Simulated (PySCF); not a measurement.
# NbH₂: relaxation and vibrations of the doublet

Where does doublet NbH₂ go from a linear start, is the end point a minimum, and what are its modes, charges and moments?

Program: PySCF 2.14.0. Level of theory: PBE, basis Nb def2-TZVP with ECP28, H def2-TZVP, scalar-relativistic core potentials, no spin–orbit coupling, density fitting. These are calculated values, not measurements.

## 1. The starting structure

3 atoms, charge 0, spin multiplicity 2.

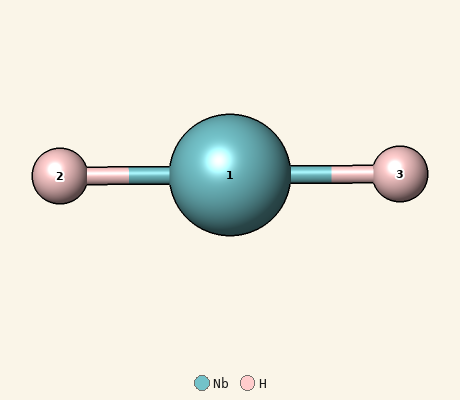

As it starts; niobium teal, hydrogen pink; atoms are numbered from 1 in the order of the file.

```xyz
3
charge 0 multiplicity 2
Nb    0.0000    0.0000    0.0000
H     0.0000    0.0000    1.7900
H     0.0000    0.0000   -1.7900
```

## 2. First SCF at the start

One driver script runs all steps and calls PySCF; scf.py shows how it sets up the SCF of each step. The optimiser is the driver's own. After this first run the driver tries any further starts and a stability analysis.

scf.py reads:

```python
from pyscf import gto, scf, dft
mol = gto.M(atom='''
Nb     0.000000     0.000000     0.000000
H      0.000000     0.000000     1.790000
H      0.000000     0.000000    -1.790000''',
    basis={'Nb': 'def2-TZVP', 'H': 'def2-TZVP'},
    ecp={'Nb': 'def2-TZVP'},
    charge=0, spin=1)
mf = dft.UKS(mol, xc='PBE')
mf.grids.atom_grid = (50, 194)
aux = {'Nb': 'def2-universal-JKFIT', 'H': 'def2-universal-JKFIT'}
mf = mf.density_fit(auxbasis=aux)
mf.conv_tol = 1e-08
mf.diis_space = 10
mf.max_cycle = 60
mf.init_guess = 'minao'
mf.verbose = 4
mf.kernel()
```

Command:

```
> OMP_NUM_THREADS=2 python axn.py task.json out
```

The log of the run:

```text
init E= -51.8391083092899
[... the frontier-level lines of each cycle are left out ...]
cycle= 1 E= -55.7686453610792  delta_E= -3.93  |g|= 1.85  |ddm|= 3.16
cycle= 2 E= -53.8269468048288  delta_E= 1.94  |g|= 2.61  |ddm|=  8.4
cycle= 3 E= -57.7786375253427  delta_E= -3.95  |g|= 0.53  |ddm|= 8.16
cycle= 4 E= -57.9470532358164  delta_E= -0.168  |g|= 0.101  |ddm|= 1.29
cycle= 5 E= -57.9436184209303  delta_E= 0.00343  |g|= 0.113  |ddm|= 0.916
cycle= 6 E= -57.9658595732419  delta_E= -0.0222  |g|= 0.022  |ddm|= 0.47
cycle= 7 E= -57.9685043755626  delta_E= -0.00264  |g|= 0.0134  |ddm|= 0.166
cycle= 8 E= -57.9703634804458  delta_E= -0.00186  |g|= 0.0136  |ddm|= 0.143
cycle= 9 E= -57.9724251278026  delta_E= -0.00206  |g|= 0.00593  |ddm|= 0.231
cycle= 10 E= -57.9726536770495  delta_E= -0.000229  |g|= 0.00467  |ddm|= 0.121
cycle= 11 E= -57.9726342628305  delta_E= 1.94e-05  |g|= 0.00535  |ddm|= 0.056
cycle= 12 E= -57.9726796918507  delta_E= -4.54e-05  |g|= 0.000659  |ddm|= 0.0261
cycle= 13 E= -57.9726818145259  delta_E= -2.12e-06  |g|= 9.88e-05  |ddm|= 0.00896
cycle= 14 E= -57.9726818390642  delta_E= -2.45e-08  |g|= 4.82e-05  |ddm|= 0.000387
cycle= 15 E= -57.9726818667294  delta_E= -2.77e-08  |g|= 3.6e-05  |ddm|= 0.000505
cycle= 16 E= -57.9726818848741  delta_E= -1.81e-08  |g|= 3.61e-05  |ddm|= 0.000339
cycle= 17 E= -57.9726818214437  delta_E= 6.34e-08  |g|= 3.58e-05  |ddm|= 0.00118
cycle= 18 E= -57.9726810793696  delta_E= 7.42e-07  |g|= 3.2e-05  |ddm|= 0.0213
cycle= 19 E= -57.9726810312973  delta_E= 4.81e-08  |g|= 3.29e-05  |ddm|= 0.00597
cycle= 20 E= -57.9726810610858  delta_E= -2.98e-08  |g|= 3.65e-05  |ddm|= 0.00462
cycle= 21 E= -57.9726810325799  delta_E= 2.85e-08  |g|= 1e-05  |ddm|= 0.00477
cycle= 22 E= -57.9726810323533  delta_E= 2.27e-10  |g|= 2.31e-07  |ddm|= 0.000675
Extra cycle  E= -57.9726810323534  delta_E= -1.42e-13  |g|= 1.77e-07  |ddm|= 1.41e-06
converged SCF energy = -57.9726810323534  <S^2> = 1.7349721  2S+1 = 2.8177807
```

This step, with its further starts and checks, ran for 9.1 s (2 threads of Arm Neoverse V2, shared host).

The starts that the driver tried:

```csv
start,energy (Eh)
the minimal-basis guess,-57.972681
a thermally smeared density,-57.969939
a smeared PBE density,-57.950424
```

This is not the lowest solution: one lies 7.6 kJ/mol lower, at -57.97556 Eh, and the relaxation starts from that.

## 3. Relaxing the doublet from the linear start

The program finds D∞h symmetry in the start, which this walk keeps. The walk stops when the largest gradient is under 0.0003 Eh/bohr and the energy has settled too.

Edit scf.py of step 2 so:

```diff
@@ -16 +15,0 @@
-mf.init_guess = 'minao'
```

Steps of the walk:

```csv
step,energy (Eh),change (kJ/mol),largest symmetric gradient (Eh/bohr)
0,-57.975562,0.00,0.02465
1,-57.978941,-8.87,0.01199
2,-57.980132,-12.00,0.00200
3,-57.980170,-12.10,0.00019
4,-57.980170,-12.10,0.00000
```

The walk took 3 s.

Positions (Å) and forces (eV/Å) along the way:

```
step 0
Nb   0.000   0.000   0.000   0.000   0.000   0.000
H    0.000   0.000   1.790   0.000   0.000   1.268
H    0.000   0.000  -1.790   0.000   0.000  -1.268
step 1
Nb   0.000   0.000   0.000   0.000   0.000   0.000
H    0.000   0.000   1.839   0.000   0.000   0.616
H    0.000   0.000  -1.839   0.000   0.000  -0.616
step 2
Nb   0.000   0.000   0.000   0.000   0.000   0.000
H    0.000   0.000   1.885   0.000   0.000   0.103
H    0.000   0.000  -1.885   0.000  -0.001  -0.103
step 3
Nb   0.000   0.000   0.000   0.000   0.000   0.000
H    0.000   0.000   1.894   0.000   0.001   0.010
H    0.000   0.000  -1.894   0.000  -0.001  -0.010
step 4
Nb   0.000   0.000   0.000   0.000   0.000   0.000
H    0.000   0.000   1.895   0.000   0.001   0.000
H    0.000   0.000  -1.895   0.000  -0.001   0.000
```

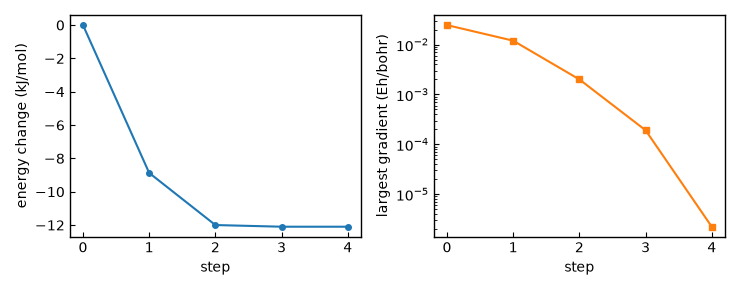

How energy and gradient fall.

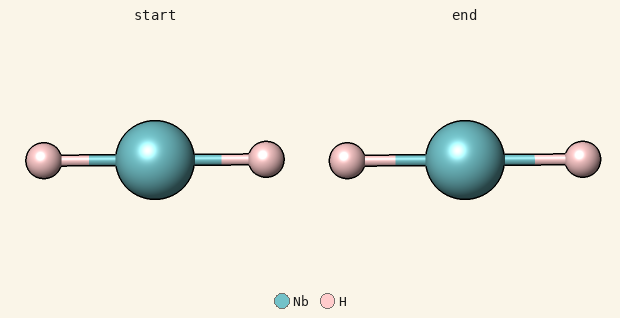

The geometry along the walk, at one scale.

It settles in D∞h symmetry, 12.1 kJ/mol below the start, after 4 steps: Nb–H 1.895 Å (×2); H–Nb–H 180.0°.

## 4. Vibrations and properties at this point

On the finer grid the gradient is checked again; gradients at displacements of ±0.02 bohr then give force constants and infrared intensities.

Edit scf.py of step 3 so:

```diff
@@ -4,2 +4,2 @@
-H      0.000000     0.000000     1.790000
-H      0.000000     0.000000    -1.790000''',
+H      0.000000     0.000000     1.895465
+H     -0.000000    -0.000000    -1.895465''',
@@ -10 +10 @@
-mf.grids.atom_grid = (50, 194)
+mf.grids.atom_grid = (75, 302)
@@ -13 +13 @@
-mf.conv_tol = 1e-08
+mf.conv_tol = 1e-10
```

The driver hands on the density of the step before, so the log starts near convergence.

SCF at the final geometry:

```text
init E= -57.9801575722651
[... the frontier-level lines of each cycle are left out ...]
cycle= 1 E= -57.9801575726435  delta_E= -3.78e-10  |g|= 4.8e-06  |ddm|= 5.86e-05
cycle= 2 E= -57.9801575730251  delta_E= -3.82e-10  |g|= 4.92e-06  |ddm|= 5.87e-05
cycle= 3 E= -57.9801575731518  delta_E= -1.27e-10  |g|= 4.79e-06  |ddm|= 1.93e-05
cycle= 4 E= -57.9801575732785  delta_E= -1.27e-10  |g|= 4.8e-06  |ddm|= 1.93e-05
cycle= 5 E= -57.9801575733753  delta_E= -9.68e-11  |g|= 4.8e-06  |ddm|= 1.47e-05
Extra cycle  E= -57.980157573764  delta_E= -3.89e-10  |g|= 4.83e-06  |ddm|= 5.9e-05
converged SCF energy = -57.980157573764  <S^2> = 1.7532231  2S+1 = 2.8307053
```

The whole step took 17 s.

Geometry: D∞h; Nb–H 1.895 Å (×2); H–Nb–H 180.0°.

Harmonic modes (main isotopes):

```tsv
ω (cm⁻¹)	IR (km/mol)	type
1255i	864	bend
1225i	794	bend
1437	1203	stretch
1635	0.0	stretch
```

2 modes are imaginary, the largest at 1255i cm⁻¹: a saddle point, not a minimum.

Here the density breaks the symmetry of the frame, and no labels are given; pairs that should be degenerate can split.

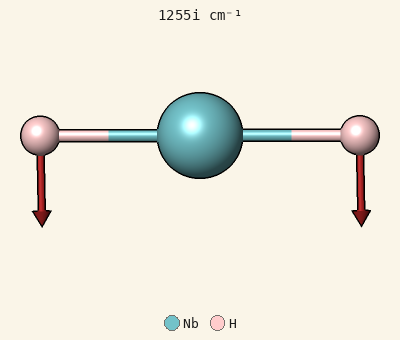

The imaginary mode, as arrows.

Constants and moments:

```
Dipole moment                                                   : 0.00 D
Highest occupied level                                          : -5.41 eV
Lowest empty level                                              : -4.85 eV
Rotational constants                                            : 2.328 cm⁻¹
Zero-point energy (real modes)                                  : 18.4 kJ/mol
Principal polarisabilities                                      : 58.3, 60.7, 63.4 bohr³
Atomisation energy without zero-point energy                    : 374 kJ/mol
Principal traceless quadrupole moments about the centre of mass : -12.72, 5.95, 6.77 D Å
Spin squared ⟨S²⟩                                               : 1.753
```

Populations by atom (charges in e):

```tsv
atom	Mulliken	Löwdin	polar tensor	spin (Mulliken)	Mayer order to Nb1
Nb1	0.36	0.39	1.38	1.03	–
H2,3	-0.18	-0.20	-0.69	-0.02	0.87
```

Mulliken populations on Nb1 (outside its core potential): s 3.00, p 6.51, d 3.12, f 0.01.

## 5. Leaving the saddle point

The atoms are moved a little along the softest imaginary mode and relaxed again.

The program finds Cs symmetry in the start, which this walk keeps. Threshold on the gradient: 0.0003 Eh/bohr, with a further test on the energy change.

Edit scf.py of step 4 so:

```diff
@@ -3,3 +3,3 @@
-Nb     0.000000     0.000000     0.000000
-H      0.000000     0.000000     1.895465
-H     -0.000000    -0.000000    -1.895465''',
+Nb     0.002383     0.001047    -0.000043
+H     -0.109843    -0.048276     1.897441
+H     -0.109843    -0.048276    -1.893489''',
@@ -10 +10 @@
-mf.grids.atom_grid = (75, 302)
+mf.grids.atom_grid = (50, 194)
@@ -13 +13 @@
-mf.conv_tol = 1e-10
+mf.conv_tol = 1e-08
```

Energy and gradient, step by step:

```csv
step,energy (Eh),change (kJ/mol),largest symmetric gradient (Eh/bohr)
0,-57.982932,0.00,0.01942
1,-57.994788,-31.13,0.02440
2,-58.006980,-63.14,0.02361
3,-58.015593,-85.75,0.02421
4,-58.022786,-104.64,0.01404
5,-58.025284,-111.20,0.00388
6,-58.025396,-111.49,0.00079
7,-58.025399,-111.50,0.00033
8,-58.025400,-111.50,0.00013
```

The walk took 8.6 s.

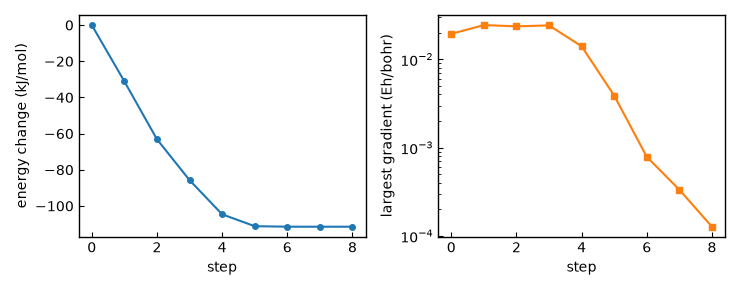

Energy and largest gradient along the walk.

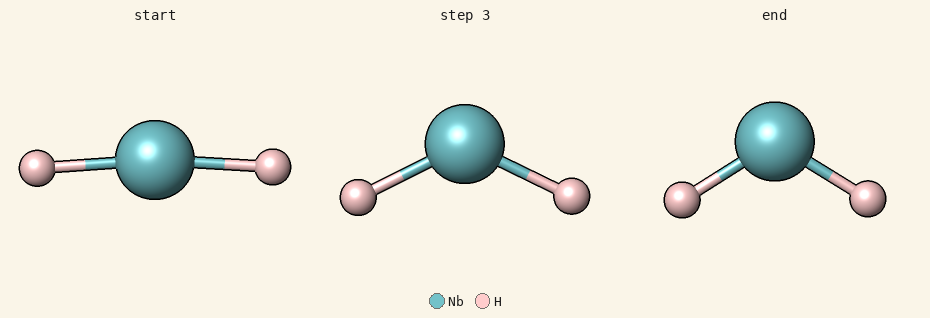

The geometry along the walk, at one scale.

It settles in C2v symmetry, 111.5 kJ/mol below the start, after 8 steps: Nb–H 1.762 Å (×2); H–Nb–H 116.1°.

## 6. Hessian and properties

As before: finer grid, then central differences.

Edit scf.py of step 5 so:

```diff
@@ -3,3 +3,3 @@
-Nb     0.002383     0.001047    -0.000043
-H     -0.109843    -0.048276     1.897441
-H     -0.109843    -0.048276    -1.893489''',
+Nb     0.018137     0.007971    -0.000006
+H     -0.835597    -0.367242     1.495220
+H     -0.836360    -0.367577    -1.494710''',
@@ -10 +10 @@
-mf.grids.atom_grid = (50, 194)
+mf.grids.atom_grid = (75, 302)
@@ -13 +13 @@
-mf.conv_tol = 1e-08
+mf.conv_tol = 1e-10
```

SCF at the final geometry:

```text
init E= -58.0253986290721
[... the frontier-level lines of each cycle are left out ...]
cycle= 1 E= -58.0253986290721  delta_E= -2.84e-14  |g|= 6.1e-07  |ddm|= 1.66e-06
Extra cycle  E= -58.0253986290718  delta_E= 3.41e-13  |g|= 1.12e-06  |ddm|= 2.35e-06
converged SCF energy = -58.0253986290718  <S^2> = 1.7521482  2S+1 = 2.8299457
```

The whole step ran for 10 s (2 threads of Arm Neoverse V2, shared host).

Geometry: C2v; Nb–H 1.762 Å (×2); H–Nb–H 116.1°.

Harmonic modes (main isotopes):

```json
{"symmetry": "a1", "ω (cm⁻¹)": "685", "IR (km/mol)": "51.4", "μ (u)": "1.02"}
{"symmetry": "b2", "ω (cm⁻¹)": "1728", "IR (km/mol)": "308", "μ (u)": "1.02"}
{"symmetry": "a1", "ω (cm⁻¹)": "1749", "IR (km/mol)": "101", "μ (u)": "1.01"}
```

All wavenumbers are real: a minimum.

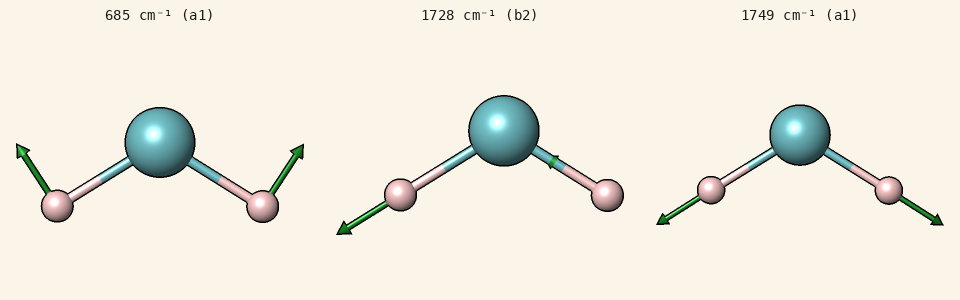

Displacements of 3 of the modes, as arrows (one member where a mode is degenerate).

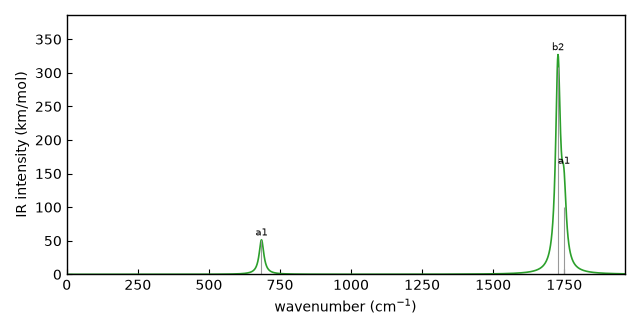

The harmonic infrared spectrum (widths in cm⁻¹). Lines are broadened to a width of 20 cm⁻¹ (Lorentzian).

Constants and moments:

```yaml
Dipole_moment: 2.14 D
Highest_occupied_level: -4.20 eV
Lowest_empty_level: -3.76 eV
Rotational_constants: 9.817, 3.742, 2.709 cm⁻¹
Zero-point_energy: 24.9 kJ/mol
Principal_polarisabilities: 61.6, 66.7, 69.8 bohr³
Atomisation_energy_without_zero-point_energy: 492 kJ/mol
Principal_traceless_quadrupole_moments_about_the_centre_of_mass: -3.76, 1.01, 2.75 D Å
Entropy_at_298.15_K_and_1_bar_electronic_part_spin_only: 231.7 J/(mol K)
Heat_capacity_Cp_at_298.15_K: 37.1 J/(mol K)
Enthalpy_at_298.15_K_above_0_K: 10.24 kJ/mol
Rotational_symmetry_number: 2
Spin_squared_⟨S²⟩: 1.752
```

Populations by atom (charges in e):

```json
{"atom": "Nb1", "Mulliken": "0.24", "Löwdin": "0.19", "polar tensor": "0.60", "spin (Mulliken)": "1.08", "Mayer order to Nb1": "–"}
{"atom": "H2,3", "Mulliken": "-0.12", "Löwdin": "-0.09", "polar tensor": "-0.30", "spin (Mulliken)": "-0.04", "Mayer order to Nb1": "0.99"}
```

Mulliken populations on Nb1 (outside its core potential): s 2.95, p 6.18, d 3.64, f 0.01.

## 7. All stationary points

| spin | group | bonds | imaginary modes (cm⁻¹) | ΔE (kJ/mol) | with zero-point energy |
| --- | --- | --- | --- | --- | --- |
| broken-symmetry (Ms = 1/2) | C2v | Nb–H 1.762 Å (×2) | none | 0.0 | 0.0 |
| broken-symmetry (Ms = 1/2) | D∞h (density of lower symmetry) | Nb–H 1.895 Å (×2) | 1255i, 1225i | 118.8 | – |

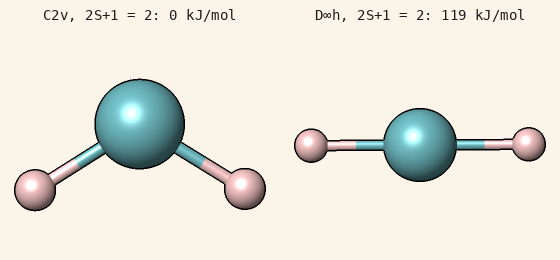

The points, lowest first (niobium teal, hydrogen pink).

## 8. What came out

| quantity | value |
| --- | --- |
| minimum | broken-symmetry (Ms = 1/2), C2v |
| geometry | Nb–H 1.762 Å (×2); H–Nb–H 116.1° |
| wavenumbers (cm⁻¹) | 685 (a1), 1728 (b2), 1749 (a1) |
| dipole moment | 2.14 D |
| highest occupied, lowest empty level (either spin) | -4.20, -3.76 eV |
| polar-tensor charge of Nb1 | +0.60 e |
| zero-point energy | 24.9 kJ/mol |
| entropy at 298.15 K | 231.7 J/(mol K) |
| atomisation energy (no zero-point energy) | 492 kJ/mol |
| ⟨S²⟩ | 1.752 |

What this shows: From D∞h at the start the molecule goes to a C2v minimum, after a stop at a second-order saddle point 118.8 kJ/mol higher, from which it was pushed off along an imaginary mode. The determinant is spin-contaminated (⟨S²⟩ = 1.75 against 0.75), so it is no pure spin state. The strongest infrared band lies at 1728 cm⁻¹ (b2, stretch). The first SCF alone would have been 8 kJ/mol too high. Other starts or spin states, not run here, may lie lower. One determinant may miss the lowest occupation of an open d or f shell.

The search up to here took 48 s.
